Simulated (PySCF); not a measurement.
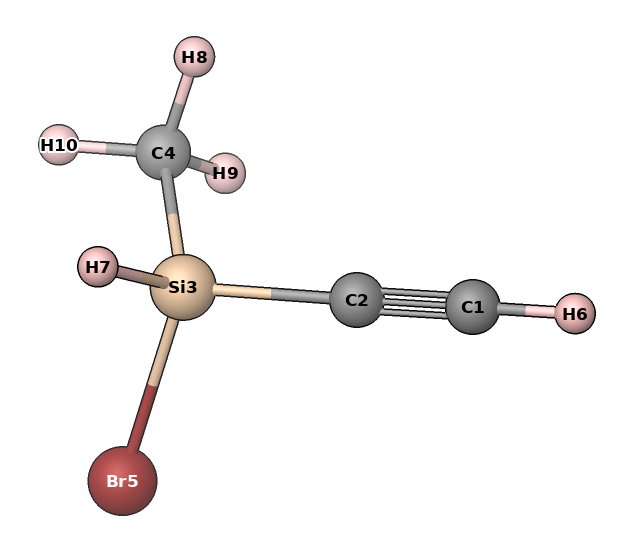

Distant atoms are faded towards the background colour. The geometry was computed by an optimisation with PBE0-D3(BJ)/def2-SVP. No frequency run is at hand to confirm it as a minimum.

Q: Find the stereocentres and stereogenic double bonds.

A: Centres: Si3.

Q: What are the Cahn–Ingold–Prelog descriptors?

A: Si3: R (priorities Br5 > C2 > C4 > H7).

Q: Give a SMILES with the stereochemistry.

A: C#C[Si@@H](C)Br
